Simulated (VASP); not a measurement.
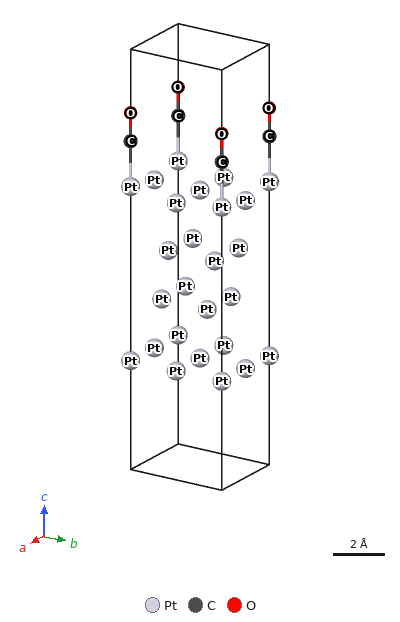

Figure 1. The input geometry (ball-and-stick view of the cell of the calculation, with the vacuum cut short, seen slightly off an axis).

## Pt₁₆CO: single-point calculation (part 1 of 3)

The run: single-point calculation of Pt₁₆CO (slab, 18 atoms in the cell). Method and program: Kohn-Sham DFT of a periodic cell, PBE, VASP PAW PBE potentials, recommended, no spin polarisation (VASP 6.6.1).

## INCAR
```
SYSTEM = Pt16CO
ALGO     = Fast           ! electronic algorithm
DIPOL    = 0.5 0.5 0.527
EDIFF    = 1E-6           ! SCF threshold, eV
ENCUT    = 520            ! plane-wave cutoff, eV
GGA      = PE             ! functional
IDIPOL   = 3            
ISIF     = 2              ! what is computed and relaxed
ISMEAR   = 0              ! smearing method
LASPH    = .TRUE.         ! aspherical terms in the spheres
LCHARG   = .FALSE.        ! write CHGCAR
LDIPOL   = .TRUE.       
LREAL    = Auto         
LWAVE    = .FALSE.        ! write WAVECAR
NBANDS   = 100            ! bands
NELM     = 100            ! most SCF steps
PREC     = Accurate       ! precision mode
SIGMA    = 0.1            ! smearing width, eV
```

## KPOINTS
```
k-points
0
G
  6 6 1
  0 0 0
```

## POSCAR
```
Pt16CO
1.0
    5.6159665070      0.0000000000      0.0000000000
    2.8079832535      4.8635696618      0.0000000000
    0.0000000000      0.0000000000     24.8781261773
Pt C O
16 1 1
Direct
    0.0000000000      0.0000000000      0.3617635804
    0.5000000000      0.0000000000      0.3617635804
    0.0000000000      0.5000000000      0.3617635804
    0.5000000000      0.5000000000      0.3617635804
    0.1666666667      0.1666666667      0.4539211935
    0.6666666667      0.1666666667      0.4539211935
    0.1666666667      0.6666666667      0.4539211935
    0.6666666667      0.6666666667      0.4539211935
   -0.1642912169      0.3285824338      0.5456970304
    0.3333333333      0.3333333333      0.5444374481
   -0.1642912169      0.8357087831      0.5456970304
    0.3285824338      0.8357087831      0.5456970304
    0.0000000000      0.0000000000      0.6456677726
    0.5002872441     -0.0005744882      0.6358041201
   -0.0005744882      0.5002872441      0.6358041201
    0.5002872441      0.5002872441      0.6358041201
    0.0000000000      0.0000000000      0.7196294414
    0.0000000000      0.0000000000      0.7658838821
```

Run on 1 thread of Intel Xeon @ 2.50GHz (Skylake/Cascade Lake), 64 GiB of memory available, shared host.

Command:
```bash
cat potpaw_PBE.64/Pt/POTCAR potpaw_PBE.64/C/POTCAR potpaw_PBE.64/O/POTCAR > POTCAR
mpirun -np 1 vasp_std > vasp.out
```

## OSZICAR
```
N       E                     dE             d eps       ncg     rms          rms(c)
DAV:   1     0.119010382115E+04    0.11901E+04   -0.76446E+04  1400   0.147E+03
DAV:   2    -0.187973265955E+02   -0.12089E+04   -0.11296E+04  1660   0.298E+02
DAV:   3    -0.112193428466E+03   -0.93396E+02   -0.86484E+02  1736   0.762E+01
DAV:   4    -0.116686191690E+03   -0.44928E+01   -0.42824E+01  1968   0.153E+01
DAV:   5    -0.116844359773E+03   -0.15817E+00   -0.15429E+00  2008   0.279E+00    0.434E+01
RMM:   6    -0.114660717194E+03    0.21836E+01   -0.25820E+01  1490   0.159E+01    0.360E+01
RMM:   7    -0.197105131851E+03   -0.82444E+02   -0.11903E+02  2073   0.193E+01    0.575E+01
RMM:   8    -0.141411582990E+03    0.55694E+02   -0.38275E+01  1600   0.134E+01    0.431E+01
RMM:   9    -0.123813972766E+03    0.17598E+02   -0.21449E+01  1577   0.115E+01    0.279E+01
RMM:  10    -0.110555641195E+03    0.13258E+02   -0.21425E+01  1590   0.112E+01    0.997E+00
RMM:  11    -0.110459213620E+03    0.96428E-01   -0.47491E+00  1534   0.513E+00    0.133E+01
RMM:  12    -0.109369786034E+03    0.10894E+01   -0.98199E-01  1466   0.263E+00    0.529E+00
RMM:  13    -0.109258855147E+03    0.11093E+00   -0.29676E-01  1800   0.103E+00    0.469E+00
RMM:  14    -0.109283748998E+03   -0.24894E-01   -0.48606E-02  1957   0.403E-01    0.483E+00
RMM:  15    -0.109286162466E+03   -0.24135E-02   -0.68230E-03  1981   0.142E-01    0.486E+00
RMM:  16    -0.109240208267E+03    0.45954E-01   -0.96473E-02  2372   0.718E-01    0.433E+00
RMM:  17    -0.109375265011E+03   -0.13506E+00   -0.27561E-01  2598   0.119E+00    0.561E+00
RMM:  18    -0.109170500986E+03    0.20476E+00   -0.17025E-01  2437   0.927E-01    0.216E+00
RMM:  19    -0.109156265299E+03    0.14236E-01   -0.12677E-02  1710   0.280E-01    0.188E+00
RMM:  20    -0.109149378959E+03    0.68863E-02   -0.57221E-03  1567   0.178E-01    0.185E+00
RMM:  21    -0.109146453034E+03    0.29259E-02   -0.17740E-02  1933   0.311E-01    0.172E+00
RMM:  22    -0.109137823070E+03    0.86300E-02   -0.51774E-03  1608   0.172E-01    0.143E+00
RMM:  23    -0.109131623200E+03    0.61999E-02   -0.18430E-03  1662   0.970E-02    0.116E+00
RMM:  24    -0.109126578297E+03    0.50449E-02   -0.19909E-03  1675   0.997E-02    0.817E-01
RMM:  25    -0.109124767942E+03    0.18104E-02   -0.18389E-03  1680   0.911E-02    0.562E-01
RMM:  26    -0.109123172223E+03    0.15957E-02   -0.10312E-03  1633   0.702E-02    0.246E-01
RMM:  27    -0.109123034241E+03    0.13798E-03   -0.45835E-04  1768   0.414E-02    0.147E-01
RMM:  28    -0.109122915955E+03    0.11829E-03   -0.18363E-04  1595   0.313E-02    0.846E-02
RMM:  29    -0.109122879284E+03    0.36671E-04   -0.76867E-05  1646   0.193E-02    0.485E-02
RMM:  30    -0.109122880385E+03   -0.11006E-05   -0.28067E-05  1702   0.116E-02    0.193E-02
RMM:  31    -0.109122893195E+03   -0.12810E-04   -0.17235E-05  1586   0.943E-03    0.144E-02
RMM:  32    -0.109122907282E+03   -0.14086E-04   -0.49812E-06  1157   0.512E-03    0.134E-02
RMM:  33    -0.109122916148E+03   -0.88662E-05   -0.16035E-06   904   0.289E-03    0.786E-03
RMM:  34    -0.109122922290E+03   -0.61423E-05   -0.98742E-07   875   0.203E-03    0.689E-03
RMM:  35    -0.109122924002E+03   -0.17117E-05   -0.34909E-07   798   0.141E-03    0.320E-03
RMM:  36    -0.109122926245E+03   -0.22435E-05   -0.40961E-07   832   0.138E-03    0.189E-03
RMM:  37    -0.109122927404E+03   -0.11591E-05   -0.12996E-07   472   0.882E-04    0.128E-03
RMM:  38    -0.109122928464E+03   -0.10599E-05   -0.65474E-08   333   0.783E-04    0.108E-03
RMM:  39    -0.109122929010E+03   -0.54574E-06   -0.15286E-08   188   0.612E-04
   1 F= -.10912293E+03 E0= -.10905034E+03  d E =-.145176E+00
```

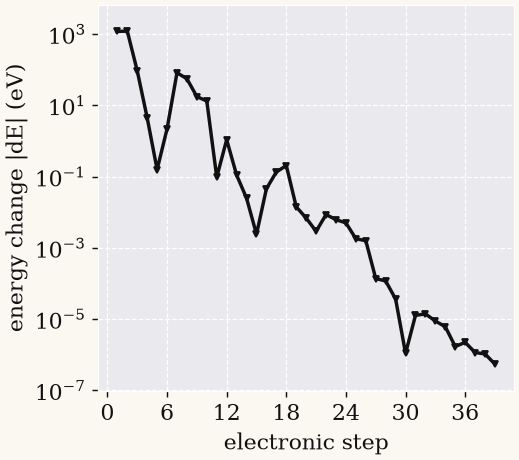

Figure 2. Convergence of the self-consistent field: energy change |dE| against the electronic step. It takes 39 electronic steps. The density is held fixed in the first few steps, and dE rises again when its update begins.

## Parts of OUTCAR
```
SYSTEM = Pt16CO
   EDIFF = 1E-6
   ENCUT = 520
   GGA = PE
   ISIF = 2
   ISMEAR = 0
   LASPH = .TRUE.
   LREAL = Auto
   NELM = 100
   PREC = Accurate

 ion  position               nearest neighbor table
   1  0.000  0.000  0.362-   3 2.81   3 2.81   4 2.81   4 2.81   2 2.81   2 2.81   7 2.81   6 2.81
                             5 2.81
   2  0.500  0.000  0.362-   4 2.81   3 2.81   4 2.81   3 2.81   1 2.81   1 2.81   8 2.81   5 2.81
                             6 2.81
   3  0.000  0.500  0.362-   1 2.81   1 2.81   2 2.81   2 2.81   4 2.81   4 2.81   5 2.81   8 2.81
                             7 2.81
   4  0.500  0.500  0.362-   2 2.81   1 2.81   2 2.81   1 2.81   3 2.81   3 2.81   6 2.81   7 2.81
                             8 2.81
   5  0.167  0.167  0.454-  10 2.77  12 2.79   9 2.79   7 2.81   7 2.81   8 2.81   8 2.81   6 2.81
                             6 2.81   3 2.81   2 2.81   1 2.81
   6  0.667  0.167  0.454-  10 2.77   9 2.79  11 2.79   8 2.81   7 2.81   8 2.81   7 2.81   5 2.81
                             5 2.81   4 2.81   1 2.81   2 2.81
   7  0.167  0.667  0.454-  10 2.77  12 2.79  11 2.79   5 2.81   5 2.81   6 2.81   6 2.81   8 2.81
                             8 2.81   1 2.81   4 2.81   3 2.81
   8  0.667  0.667  0.454-   6 2.81   5 2.81   6 2.81   5 2.81   7 2.81   7 2.81   2 2.81   3 2.81
                             4 2.81  11 2.81   9 2.81  12 2.81
   9  0.836  0.329  0.546-  11 2.77  12 2.77  15 2.77  16 2.77   6 2.79   5 2.79  10 2.81  10 2.81
                             8 2.81  12 2.85  11 2.85  13 2.96
  10  0.333  0.333  0.544-   5 2.77   7 2.77   6 2.77  14 2.79  15 2.79  16 2.79  12 2.81   9 2.81
                            11 2.81  11 2.81  12 2.81   9 2.81
  11  0.836  0.836  0.546-   9 2.77  12 2.77  15 2.77  14 2.77   6 2.79   7 2.79  10 2.81  10 2.81
                             8 2.81   9 2.85  12 2.85  13 2.96
  12  0.329  0.836  0.546-   9 2.77  11 2.77  16 2.77  14 2.77   7 2.79   5 2.79  10 2.81  10 2.81
                             8 2.81   9 2.85  11 2.85  13 2.96
  13  0.000  0.000  0.646-  17 1.84  16 2.82  15 2.82  15 2.82  16 2.82  14 2.82  14 2.82   9 2.96
                            11 2.96  12 2.96
  14  0.500  0.999  0.636-  12 2.77  11 2.77  10 2.79  15 2.80  16 2.80  16 2.81  15 2.81  13 2.82
                            13 2.82
  15  0.999  0.500  0.636-  11 2.77   9 2.77  10 2.79  14 2.80  16 2.80  14 2.81  16 2.81  13 2.82
                            13 2.82
  16  0.500  0.500  0.636-  12 2.77   9 2.77  10 2.79  14 2.80  15 2.80  14 2.81  15 2.81  13 2.82
                            13 2.82
  17  0.000  0.000  0.720-  18 1.15  13 1.84
  18  0.000  0.000  0.766-  17 1.15

  LATTYP: Found a hexagonal cell.
 ALAT       =     5.6159665069
 C/A-ratio  =     4.4298921916

  Lattice vectors:

 A1 = (  -2.8079832535,  -4.8635696618,   0.0000000000)
 A2 = (   5.6159665070,   0.0000000000,   0.0000000000)
 A3 = (   0.0000000000,   0.0000000000,  24.8781261773)

Analysis of symmetry for initial positions (statically):
=====================================================================
 Subroutine PRICEL returns:
 Original cell was already a primitive cell.

 Routine SETGRP: Setting up the symmetry group for a
 hexagonal supercell.

 Subroutine GETGRP returns: Found  6 space group operations
 (whereof  6 operations were pure point group operations)
 out of a pool of 24 trial point group operations.

The static configuration has the point symmetry C_3v.

Analysis of symmetry for dynamics (positions and initial velocities):
=====================================================================
 Subroutine PRICEL returns:
 Original cell was already a primitive cell.

 Routine SETGRP: Setting up the symmetry group for a
 hexagonal supercell.

 Subroutine GETGRP returns: Found  6 space group operations
 (whereof  6 operations were pure point group operations)
 out of a pool of 24 trial point group operations.

The dynamic configuration has the point symmetry C_3v.

 Subroutine INISYM returns: Found  6 space group operations
 (whereof  6 operations are pure point group operations),
 and found     1 'primitive' translations

----------------------------------------------------------------------------------------

                                     Primitive cell

  volume of cell :     679.5123

  direct lattice vectors                    reciprocal lattice vectors
     5.615966507  0.000000000  0.000000000     0.178063740 -0.102805148  0.000000000
     2.807983254  4.863569662  0.000000000     0.000000000  0.205610296  0.000000000
     0.000000000  0.000000000 24.878126177     0.000000000  0.000000000  0.040195953

  length of vectors
     5.615966507  5.615966507 24.878126177     0.205610296  0.205610296  0.040195953

  position of ions in fractional coordinates (direct lattice)
     0.000000000  0.000000000  0.361763580
     0.500000000  0.000000000  0.361763580
     0.000000000  0.500000000  0.361763580
     0.500000000  0.500000000  0.361763580
     0.166666667  0.166666667  0.453921194
     0.666666667  0.166666667  0.453921194
     0.166666667  0.666666667  0.453921194
     0.666666667  0.666666667  0.453921194
     0.835708783  0.328582434  0.545697030
     0.333333333  0.333333333  0.544437448
     0.835708783  0.835708783  0.545697030
     0.328582434  0.835708783  0.545697030
     0.000000000  0.000000000  0.645667773
     0.500287244  0.999425512  0.635804120
     0.999425512  0.500287244  0.635804120
     0.500287244  0.500287244  0.635804120
     0.000000000  0.000000000  0.719629441
     0.000000000  0.000000000  0.765883882

  ion indices of the primitive-cell ions
   primitive index   ion index
                 1           1
                 2           2
                 3           3
                 4           4
                 5           5
                 6           6
                 7           7
                 8           8
                 9           9
                10          10
                11          11
                12          12
                13          13
                14          14
                15          15
                16          16
                17          17
                18          18

----------------------------------------------------------------------------------------

 KPOINTS: k-points

Automatic generation of k-mesh.
 Grid dimensions read from file:
 generate k-points for:    6    6    1

 Generating k-lattice:

  Cartesian coordinates                     Fractional coordinates (reciprocal lattice)
     0.029677290 -0.017134191  0.000000000     0.166666667  0.000000000  0.000000000
     0.000000000  0.034268383  0.000000000     0.000000000  0.166666667  0.000000000
     0.000000000  0.000000000  0.040195953     0.000000000  0.000000000  1.000000000

  Length of vectors
     0.034268383  0.034268383  0.040195953

  Shift w.r.t. Gamma in fractional coordinates (k-lattice)
     0.000000000  0.000000000  0.000000000

 Subroutine IBZKPT returns following result:
 ===========================================

 Found      7 irreducible k-points:

 Following reciprocal coordinates:
            Coordinates               Weight
  0.000000  0.000000  0.000000      1.000000
  0.166667  0.000000  0.000000      6.000000
  0.333333  0.000000  0.000000      6.000000
  0.500000  0.000000  0.000000      3.000000
  0.333333  0.166667  0.000000      6.000000
  0.500000  0.166667  0.000000     12.000000
 -0.333333  0.333333  0.000000      2.000000
```
